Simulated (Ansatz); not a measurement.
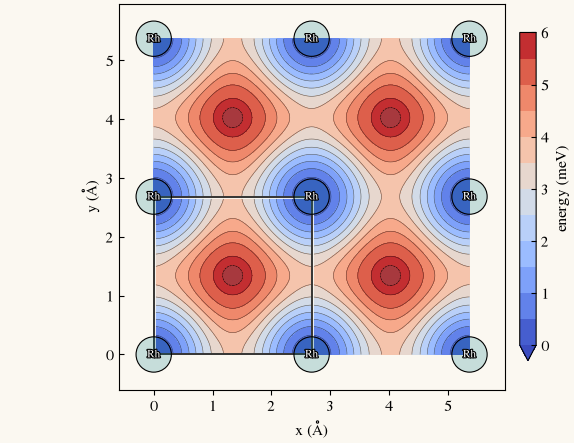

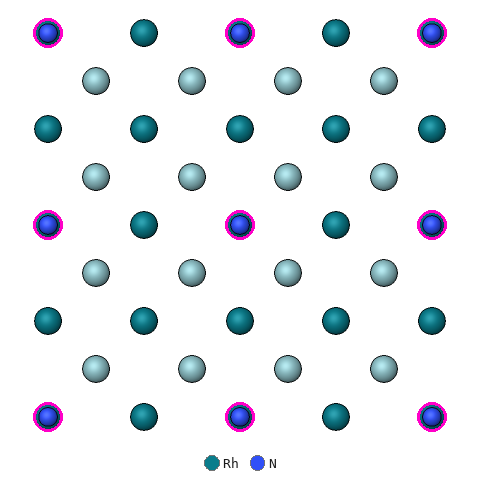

Energy landscape of N₂ on a Rh(100) slab cut from the Fm-3m phase, its upper half relaxed before the scan (12 atoms of substrate and one adsorbate in a 2 × 2 cell). N2 is moved over the surface cell at a fixed height above a rigid substrate; the origin of the map has the adsorbate above Rh9; the height is held at 3.70 Å. Places are given modulo a cell vector. The map is drawn in real space over the plane of the surface. The scan uses a 6 × 6 grid; 10 points were computed and 26 follow by symmetry. Places are given in fractions of the 1 × 1 surface cell. Energies: meV, counted from the lowest grid point. At a fixed height the lowest place need not be the adsorption site. All numbers below come from DFT PBE+D3(BJ), scalar-relativistic, plane waves, PAW (Ansatz). Settings: cutoff 420 eV, k-mesh 5×5×1, gaussian smearing 0.1 eV, no spin polarisation.

The picture shows filled contours, labelled circles for the atoms of the top layer and small ones for the second layer, the outline of one cell of the 2 × 2 shown. Between grid points the surface is interpolated. The second picture is the structure at the lowest point; rings mark the moved atoms.

### Where are the wells?

The lowest grid point is at the top site over a surface Rh atom, (0/6, 0/6) of the cell vectors. No other kind of well shows on this grid. The highest grid point, a fourfold hollow over a second-layer Rh atom, (3/6, 3/6) of the cell vectors, lies 5.81 meV above the lowest. On the interpolated surface the easiest way out of the lowest well to its copy in the next cell or period passes a barrier of about 3.6 meV.

Each point was launched as `ansatz run input.yaml --threads 2 --pin off --max-ram 6144MiB --backend cpu --events-out ev --progress --plain --runs-dir out`. The whole map (10 points run) took 7 min on 2 threads of Arm Neoverse V2, with other jobs on the host.

PAW datasets: the set soft_1.
